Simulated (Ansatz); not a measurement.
A series of calculations on AlGeH3OCl3F

Part 1: Relaxation

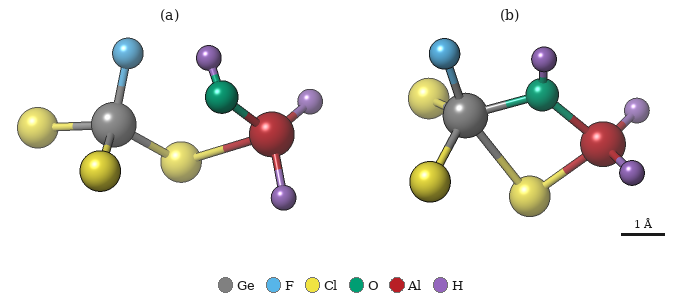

The structure of AlGeH3OCl3F before (left) and after (right) a relaxation, at one scale.

A ball-and-stick model, seen from a free direction.

The run prepares an end point of a later path (reaction) calculation, from a guessed geometry.

The calculation used RKS PBE/def2-SVP (Ansatz 0.2.0). (no spin polarisation; force threshold 0.03 eV/Å; at most 50 steps)

> What changed between the two?

The energy falls by 16.4 kcal/mol in 18 geometry steps. The largest force component goes from 0.91 to 0.025 eV/Å. The atom that moves furthest after the best rigid fit is a Cl atom (1.41 Å). By element the largest moves are Cl 1.41 Å, F 1.18 Å, O 0.89 Å, H 0.69 Å, Al 0.53 Å, Ge 0.52 Å. Some distances before and after: Ge–O 2.964 → 1.879 Å, Al–Cl 2.802 → 2.255 Å, Cl–Ge 2.192 → 2.682 Å, Al–O 1.744 → 1.935 Å. New bonds form, among them: Ge–O (2.96 → 1.88 Å). Among the angles between lasting bonds that change: F–Ge–Cl 109.0° → 162.0°, Cl–Ge–Cl 113.0° → 87.7°, Cl–Ge–Cl 105.0° → 87.8°. Groups turn about Cl–Ge by about 50°. The run took 51 s on 4 threads of Arm Neoverse V1, on a shared host, peak memory 0.25 GiB.

Part 2: Relaxation

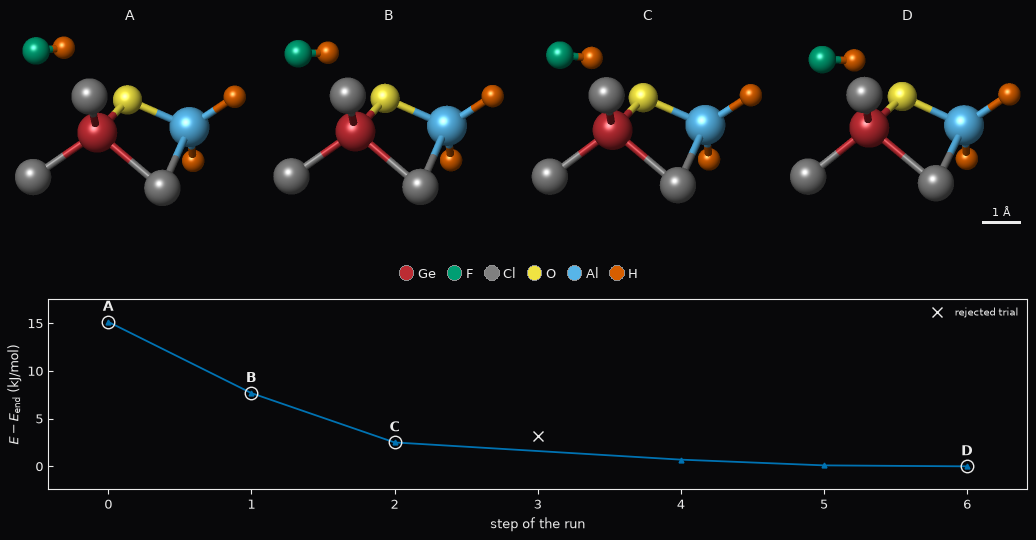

Frames of a relaxation of AlGeH₃OCl₃F, marked on the history of the run. The picture is a ball-and-stick view, seen from a free direction.

The run prepares an end point of a later path (reaction) calculation, from a guessed geometry.

Level of theory: Ansatz, RKS PBE/def2-SVP. Set-up: no spin polarisation; force threshold 0.03 eV/Å; at most 50 steps.

Question: Describe the path.

Answer: The largest move after the best rigid fit is that of an H atom, 0.50 Å. Largest moves by element: H 0.50 Å, F 0.34 Å, Ge 0.19 Å, Cl 0.16 Å, O 0.11 Å, Al 0.08 Å. Near-neighbour distances that change, for instance: Ge–H 2.855 → 2.285 Å, F–Ge 2.876 → 2.370 Å, Al–Cl 2.558 → 2.489 Å, F–H 0.933 → 0.980 Å. Bond angles that change, for instance: Cl–Ge–O 92.9° → 89.5°, Cl–Ge–Cl 105.9° → 102.6°, Cl–Ge–Cl 105.6° → 102.5°. After 5 accepted moves (6 points after the start) the energy has fallen by 15.2 kJ/mol. The largest force component goes from 0.49 to 0.029 eV/Å. The line search rejected the trial step at point 3 of the run. The run took 20 s on 4 threads of Arm Neoverse V1 (shared host), peak memory 0.25 GiB. From step 0 to 1: an H atom moves most (0.19 Å), energy −7.47 kJ/mol. From step 1 to 2: an H atom moves most (0.20 Å), energy −5.17 kJ/mol. From step 2 to 6: the F atom moves most (0.16 Å), energy −2.51 kJ/mol.

| step | E − E(0), kJ/mol | largest force component, eV/Å | note |
| --- | --- | --- | --- |
| 0 | 0.00 | 0.4851 |  |
| 1 | -7.47 | 0.2503 |  |
| 2 | -12.64 | 0.2425 |  |
| 3 | -12.01 | 0.6714 | rejected |
| 4 | -14.45 | 0.1107 |  |
| 5 | -15.05 | 0.1392 |  |
| 6 | -15.15 | 0.0290 |  |

Limits of the set-up: the start holds two separate molecules, 2.2 Å apart at their closest, whose relative position is a soft coordinate and is computed without a dispersion correction.

Part 3: Path

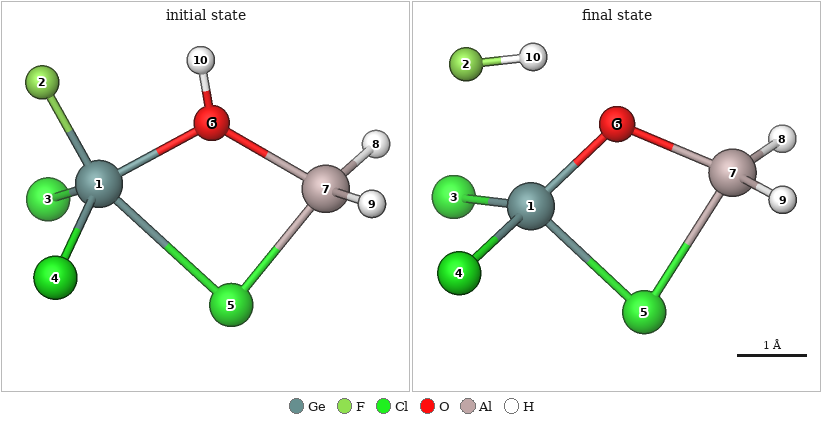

The two relaxed end points of a path for AlGeH$_{3}$OCl$_{3}$F. Style: ball-and-stick. Shown at a tilt.

Computed with RKS PBE/def2-SVP in Ansatz 0.2.0.

Set-up: 7 movable images; climbing image; force threshold 0.03 eV/Å; iteration limit 60.

Start:
```xyz
10

Ge   -0.1764    0.3149    0.2183
F     0.2300    0.8517    1.8501
Cl    1.4764   -0.9770   -0.2154
Cl   -0.3503    2.1922   -0.7991
Cl   -1.4614   -0.8037   -1.8530
O    -1.7412   -0.4611    0.9101
Al   -3.0013   -1.3124   -0.2867
H    -3.0223   -2.8674    0.0609
H    -4.2935   -0.3824   -0.3669
H    -1.7977   -0.2931    1.8746
```

End:
```xyz
10

Ge   -0.4446    0.1007   -0.1520
F    -0.1422    0.6752    2.1271
Cl    1.4337   -0.9204   -0.1049
Cl   -0.2951    2.1711   -0.6675
Cl   -1.4677   -0.8098   -2.0248
O    -1.7916   -0.4704    0.8431
Al   -3.0551   -1.3280   -0.1785
H    -3.0327   -2.9134   -0.0329
H    -4.3449   -0.4437   -0.4792
H    -0.9976    0.2004    2.0625
```

Predict the minimum-energy path and its barrier.

Answer. Forward barrier 16.5 kcal/mol, backward barrier 1.2 kcal/mol, with image 6 at the top; the reaction energy is +15.3 kcal/mol. Breaking: Ge1–F2 (1.77 → 2.08 at the top → 2.37 Å), O6–H10 (0.98 → 1.29 at the top → 1.60 Å). Forming: F2–H10 (2.33 → 1.12 at the top → 0.98 Å). The band converged in 32 iterations, with a climbing image at the top. At the top, the vibrational analysis gives one imaginary mode (411i cm⁻¹), as a transition state must have.

Energies of the converged images:

| image | path (Å) | E (kcal/mol) |
| --- | --- | --- |
| 0 | 0.00 | 0.0 |
| 1 | 0.18 | 0.4 |
| 2 | 0.36 | 2.1 |
| 3 | 0.53 | 5.2 |
| 4 | 0.71 | 9.7 |
| 5 | 0.89 | 14.6 |
| 6 | 1.07 | 16.5 |
| 7 | 1.26 | 15.8 |
| 8 | 1.45 | 15.3 |

The geometry at the top of the path:

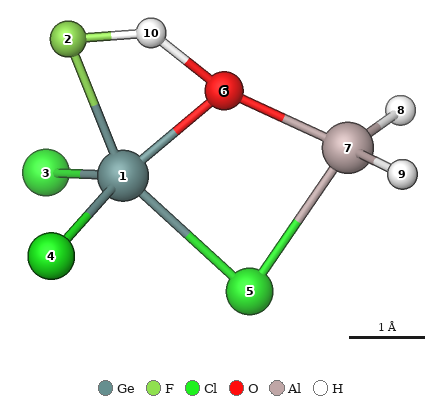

The run took 9.1 min on 4 threads of Arm Neoverse V1, on a shared host, peak memory 0.25 GiB.
